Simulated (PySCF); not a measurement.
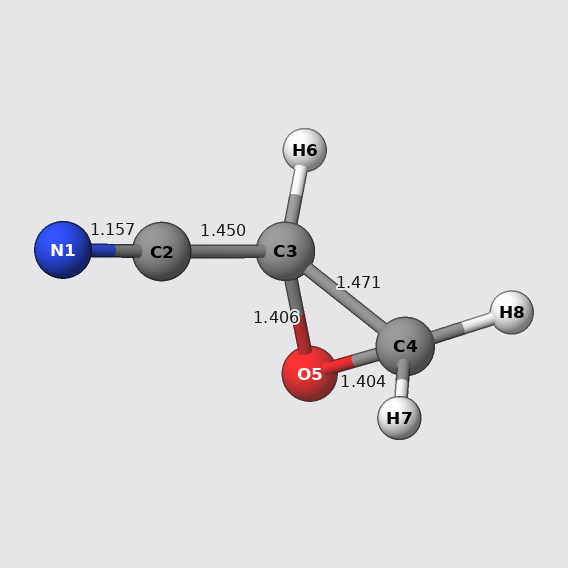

The numbers beside the sticks are distances in Å. Sticks don't show bond order. The geometry was computed by an optimisation with PBE0-D3(BJ)/def2-SVP. No frequency run is at hand to confirm it as a minimum.

### Assign a bond order to each marked bond.

N1–C2 triple; C2–C3 single; C3–C4 single; C3–O5 single; C4–O5 single.

### Write the SMILES.

N#C[C@H]1CO1
